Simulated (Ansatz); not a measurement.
A series of calculations on Si₂H₃SF

Part 1: Relaxation

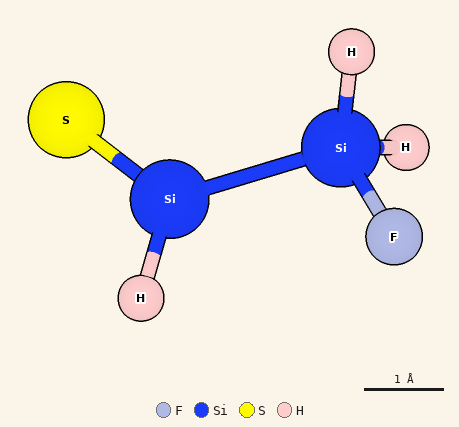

Si₂H₃SF, before the relaxation. Style: ball-and-stick. Shown at a tilt.

The run prepares an end point of a later path (torsion) calculation, from a guessed geometry.

Computed with Ansatz 0.2.0, RKS PBE0-D4/def2-SVP.

Input file:
```yaml
crystal:
  periodic: [false, false, false]
  atoms:
    - { symbol: F, position_ang: [-0.12816, 1.22752, -1.71086] }
    - { symbol: Si, position_ang: [0.2087, 0.96126, -0.15355] }
    - { symbol: Si, position_ang: [-0.257, -1.25535, 0.25534] }
    - { symbol: S, position_ang: [-0.04214, -2.14476, 2.02119] }
    - { symbol: H, position_ang: [1.61991, 1.30799, -0.04471] }
    - { symbol: H, position_ang: [-0.66035, 1.89547, 0.54982] }
    - { symbol: H, position_ang: [-0.74094, -1.99213, -0.91722] }
basis:
  gaussian: { orbitals: def2-SVP }
hamiltonian:
  xc: pbe0
  dispersion: d4
relax:
  f_tol: 0.015
  max_steps: 40
```

Run as
```bash
ansatz run input.yaml --threads 1 --pin off --max-ram 2048MiB --backend cpu --events-out ev --progress --plain --runs-dir out
```

> Where does the relaxation end?

S4 moves most after the best rigid fit: 0.18 Å. By element the largest moves are S 0.18 Å, H 0.12 Å, F 0.12 Å, Si 0.07 Å. Near-neighbour distances that change, for instance: Si2–Si3 2.302 → 2.347 Å, Si2–H5 1.457 → 1.490 Å, Si3–H7 1.467 → 1.499 Å, Si3–S4 1.989 → 1.958 Å. Bond angles that change, for instance: Si2–Si3–S4 124.5° → 118.5°, F1–Si2–H5 103.6° → 108.9°, Si3–Si2–H5 114.3° → 109.2°. Over 6 accepted moves (7 points after the start) the energy falls by 12.8 kJ/mol. Largest force component: 1.4 eV/Å at the start, 0.0034 eV/Å at the end. The line search rejected the trial step at point 4 of the run.

History of the run:

```tsv
step	E − E(0), kJ/mol	largest force component, eV/Å	note
0	0.00	1.3673	
1	-11.53	0.2024	
2	-12.46	0.1087	
3	-12.71	0.0478	
4	-12.54	0.1921	rejected
5	-12.80	0.0151	
6	-12.83	0.0169	
7	-12.84	0.0034
```

The structure at the end:

```xyz
7

F    -0.1202    1.3212   -1.7797
Si    0.1942    0.9731   -0.2191
Si   -0.2767   -1.2851    0.2129
S     0.0076   -1.9690    2.0257
H     1.6361    1.2343    0.0517
H    -0.6646    1.8280    0.6481
H    -0.7764   -2.1024   -0.9395
```

After the run, drawn alike:

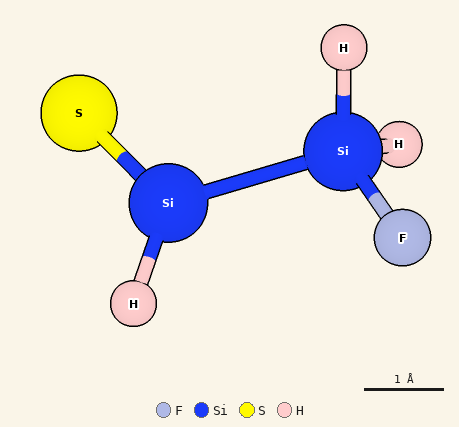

Part 2: Relaxation

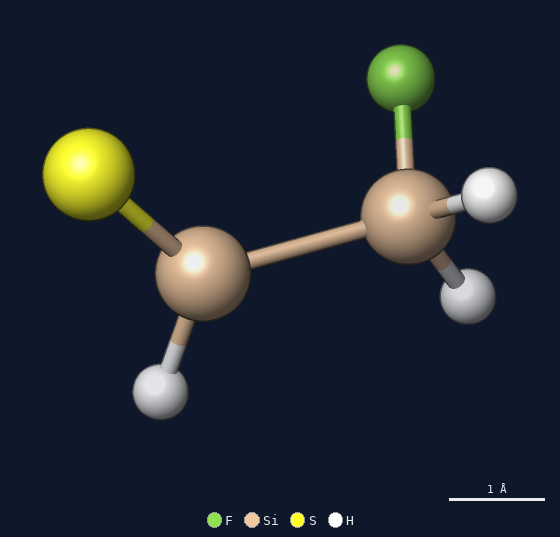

Starting structure of Si2H3SF. Style: ball-and-stick. Shown at a tilt.

The run prepares an end point of a later path (torsion) calculation, from a guessed geometry.

Computed with Ansatz 0.2.0, RKS PBE0-D4/def2-SVP.

Input file:
```yaml
crystal:
  periodic: [false, false, false]
  atoms:
    - { symbol: F, position_ang: [-0.12816, 1.22752, -1.71086] }
    - { symbol: Si, position_ang: [0.2087, 0.96126, -0.15355] }
    - { symbol: Si, position_ang: [-0.257, -1.25535, 0.25534] }
    - { symbol: S, position_ang: [-2.04237, -2.09593, 0.00774] }
    - { symbol: H, position_ang: [1.61991, 1.30799, -0.04471] }
    - { symbol: H, position_ang: [-0.66035, 1.89547, 0.54982] }
    - { symbol: H, position_ang: [0.89444, -2.03245, 0.72677] }
basis:
  gaussian: { orbitals: def2-SVP }
hamiltonian:
  xc: pbe0
  dispersion: d4
relax:
  f_tol: 0.015
  max_steps: 40
```

Command:
```bash
ansatz run input.yaml --threads 1 --pin off --max-ram 2048MiB --backend cpu --events-out ev --progress --plain --runs-dir out
```

**What does the optimiser find from here?**

Over 4 geometry steps the energy falls by 12.3 kJ/mol. The largest force component goes from 1.3 to 0.0076 eV/Å. F1 moves most after the best rigid fit: 0.082 Å. By element the largest moves are F 0.082 Å, H 0.073 Å, Si 0.071 Å, S 0.058 Å. Among the contacts that change: Si2–Si3 2.302 → 2.358 Å, Si2–H5 1.457 → 1.492 Å, Si3–H7 1.467 → 1.500 Å, Si3–S4 1.989 → 1.957 Å. Bond angles that change, for instance: F1–Si2–H5 103.6° → 108.6°, Si3–Si2–H6 114.3° → 109.8°, Si2–Si3–S4 124.5° → 121.4°. The run took 26 s on 1 thread of Intel(R) Xeon(R) Processor @ 2.70GHz (shared host), peak memory 0.17 GiB.

Step by step:

```
step  E − E(0), kJ/mol  largest force component, eV/Å
   0              0.00                         1.2528
   1            -11.32                         0.2442
   2            -12.15                         0.1071
   3            -12.33                         0.0304
   4            -12.35                         0.0076
```

Final geometry:

```xyz
7

F    -0.1569    1.2313   -1.7878
Si    0.1993    0.9845   -0.2199
Si   -0.2539   -1.2796    0.2584
S    -2.0402   -2.0379    0.0043
H     1.6382    1.3136   -0.0025
H    -0.6719    1.8604    0.6129
H     0.9205   -2.0638    0.7651
```

After the run, drawn alike:

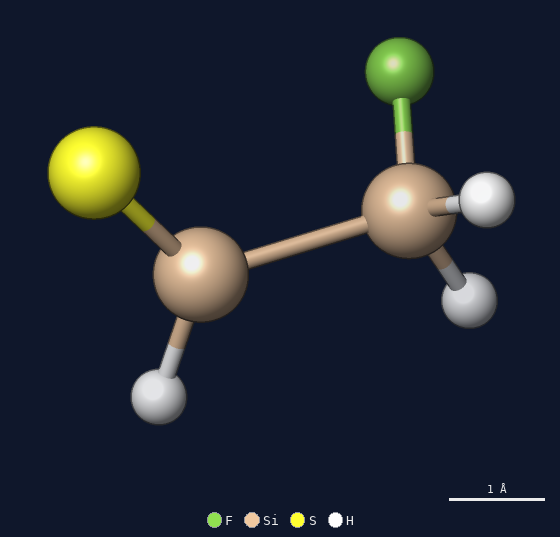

Part 3: Path

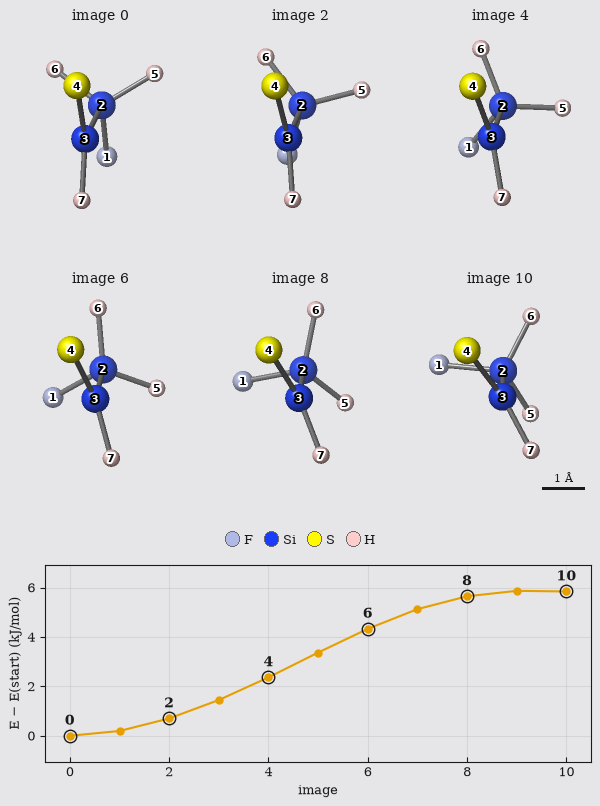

A search for the minimum-energy path of Si$_{2}$H$_{3}$SF by the nudged elastic band. Images are numbered from 0 (start) to 10 (end). A ball-and-stick model, seen from a free direction.

All numbers below come from Ansatz, RKS PBE0-D4/def2-SVP. Set-up: 9 movable images; climbing image; force threshold 0.05 eV/Å; iteration limit 60; starting path through a guess of the saddle point.

> What happens along the path, and what is the barrier?

Forward barrier 5.87 kJ/mol, backward barrier 0.03 kJ/mol, with image 9 at the top; the reaction energy is +5.84 kJ/mol. The motion is a rotation about the Si2–Si3 bond by about 120°. No bond forms or breaks between the ends. Among the angles between lasting bonds that change up to the highest image: Si2–Si3–S4 118.5° → 121.4°, F1–Si2–Si3 110.1° → 107.6°. The band converged in 5 iterations, with a climbing image at the top.
